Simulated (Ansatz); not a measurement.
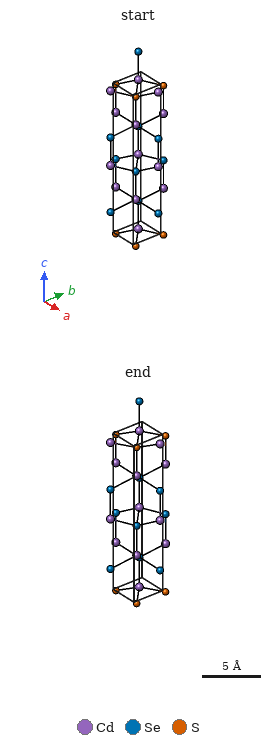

The structure of a crystal of Cd$_{4}$Se$_{3}$S (a generated structure, set up in P3m1) (coarse preliminary run) before (top) and after (bottom) a relaxation, at one scale.

A ball-and-stick model of the cell of the calculation, seen slightly off an axis.

Theory: DFT PBE, scalar-relativistic, plane waves, PAW in Ansatz 0.2.0. Settings: plane-wave cutoff 420 eV; k-point mesh 6 × 6 × 2; occupations gaussian; smearing width 0.1 eV; no spin polarisation; cell and atoms relaxed; force threshold 0.04 eV/Å; at most 70 steps.

> Describe what moved and what it gained.

The largest move relative to the cell is that of a Cd atom, 0.11 Å along −c. By element the largest moves are Cd 0.11 Å, Se 0.07 Å, S 0.02 Å. The drawn cell changes as follows: a = b 4.173 → 4.341 Å (+4.0 %), c 13.550 → 14.162 Å (+4.5 %); the volume changes by +13.1 %. Some distances before and after: Cd–Se 2.541 → 2.690 Å, Cd–Se 2.554 → 2.671 Å, Cd–S 2.554 → 2.618 Å, Cd–S 2.541 → 2.570 Å. Among the angles between lasting bonds that change: Se–Cd–S 109.4° → 106.8°, Cd–S–Cd 109.4° → 106.8°, Cd–S–Cd 109.6° → 112.0°. The space group stays P3m1 (No. 156). Over 2 accepted moves (3 points after the start) the energy falls by 0.613 eV per cell of the calculation. The largest force component goes from 0.7 to 0.027 eV/Å. The pressure goes from 7.54 to −0.16 GPa. The SCF was repeated once at an unchanged geometry on a basis and grid sized afresh for the cell, which shifted the energy by 4.3 meV per cell of the calculation at most.
